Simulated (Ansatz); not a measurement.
C$_{12}$H$_{10}$S$_{2}$

Input file:

```
crystal:
  periodic: [false, false, false]
  atoms:
    - {symbol: S, position_ang: [5.054235, 1.246010, 0.576013]}
    - {symbol: C, position_ang: [3.524394, 0.449532, 0.159577]}
    - {symbol: C, position_ang: [2.450374, 1.117563, -0.469325]}
    - {symbol: C, position_ang: [1.271445, 0.433069, -0.779060]}
    - {symbol: C, position_ang: [1.123664, -0.927224, -0.438311]}
    - {symbol: S, position_ang: [-0.327254, -1.863220, -0.878907]}
    - {symbol: C, position_ang: [-1.670106, -0.823022, -0.332260]}
    - {symbol: C, position_ang: [-2.881281, -0.900863, -1.051104]}
    - {symbol: C, position_ang: [-3.995566, -0.160238, -0.630976]}
    - {symbol: C, position_ang: [-3.908762, 0.678393, 0.491580]}
    - {symbol: C, position_ang: [-2.698982, 0.759747, 1.201743]}
    - {symbol: C, position_ang: [-1.585557, 0.006634, 0.804972]}
    - {symbol: C, position_ang: [2.189957, -1.591917, 0.198839]}
    - {symbol: C, position_ang: [3.382269, -0.916010, 0.484619]}
    - {symbol: H, position_ang: [4.718617, 2.476868, 0.100557]}
    - {symbol: H, position_ang: [2.541886, 2.181899, -0.736036]}
    - {symbol: H, position_ang: [0.450870, 0.962414, -1.285948]}
    - {symbol: H, position_ang: [-2.941485, -1.538815, -1.946506]}
    - {symbol: H, position_ang: [-4.936615, -0.229567, -1.198715]}
    - {symbol: H, position_ang: [-4.780339, 1.268922, 0.811748]}
    - {symbol: H, position_ang: [-2.621827, 1.409616, 2.087472]}
    - {symbol: H, position_ang: [-0.646143, 0.063552, 1.374720]}
    - {symbol: H, position_ang: [2.079250, -2.650974, 0.476461]}
    - {symbol: H, position_ang: [4.206926, -1.452396, 0.978828]}
basis:
  gaussian: {orbitals: def2-TZVP, initial_orbitals: start.molden}
hamiltonian: {xc: pbe0, dispersion: d4}
scf: {omitted_lower_state_checks: [starts]}
output: {orbitals: {seedname: orbitals}}
```

Run with:

```sh
ansatz run in.yaml --threads 4 --pin off --events-out ev --progress --plain --max-ram 9574MiB
```

Geometry: PBE-D4/def2-SVP.

Method: RKS PBE0-D4/def2-TZVP in Ansatz 0.2.0.

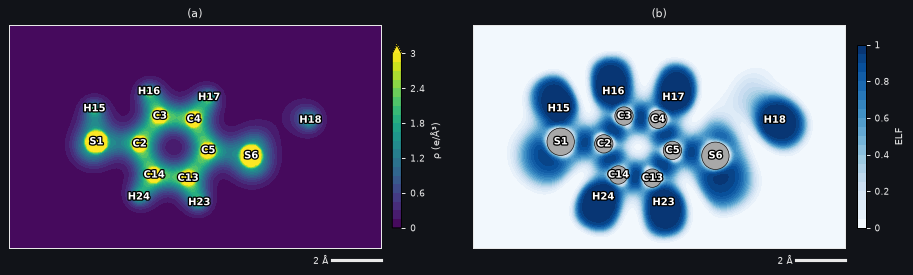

Figure 1. (a) total electron density; (b) electron localisation function on the plane of atoms C3, C4 and C5. Grey discs cover the atomic cores in the ELF map.

Interpret the plot.

- The plane passes through S, C and H nuclei.
- C–C (1.40 Å): ρ at the midpoint is about 2.1 e/Å³; the ELF peaks at about 0.95 between the atoms (localised, covalent bonding).
- C–S (1.77 Å): ρ at the midpoint is about 1.3 e/Å³; the ELF peaks at about 0.90 between the atoms (a covalent bond).
- C–H (1.10 Å): the density is about 2 e/Å³ at the midpoint; the ELF climbs to about 1 towards the hydrogen, as it does in any bond to H: a covalent bond by its length.
- S–H (1.36 Å): ρ is about 1.5 e/Å³ halfway; the ELF climbs to about 1 towards the hydrogen.
- The ELF also peaks beside S6 and S1, away from the bonds: lone-pair regions.

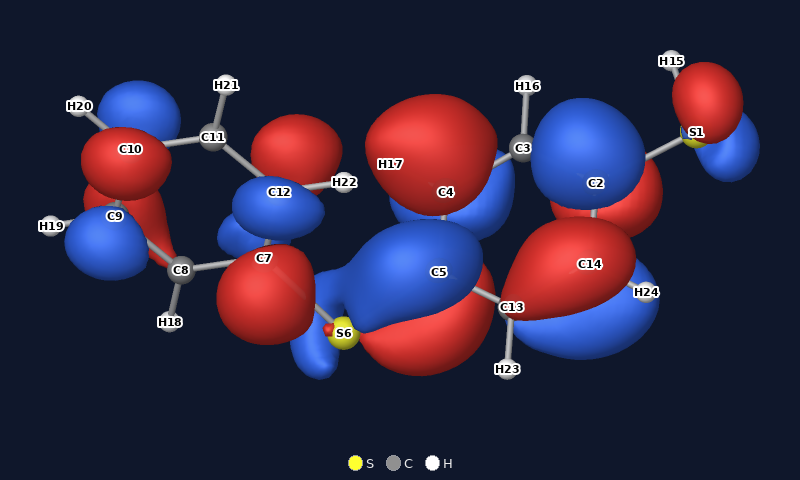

Figure 2. One frontier orbital at ±0.08 Å⁻³ᐟ² (red and blue are the two phases), seen across its widest extent.

Which orbital is it: HOMO or LUMO?

The LUMO, at −0.97 eV. Its weight (Hirshfeld) is mainly on C2 (about 15 %), C5 (about 15 %), C4 (about 15 %), C14 (about 10 %) and S6 (about 5 %).

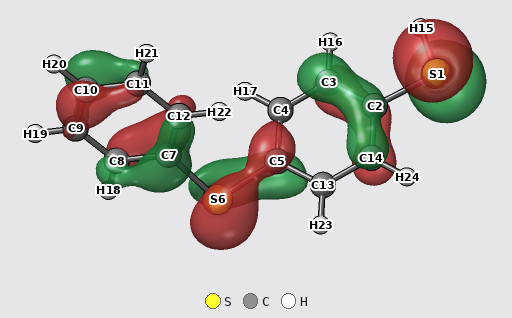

Figure 3. The HOMO−1 at ±0.1 Å⁻³ᐟ² (green and red are the two phases), seen across its widest extent.

Where does this orbital lie, and at what energy?

Its weight (Hirshfeld) is mainly on S1 (about 30 %), S6 (about 15 %), C10 (about 5 %), C7 (about 5 %) and C5 (about 5 %). Its energy is −6.86 eV.
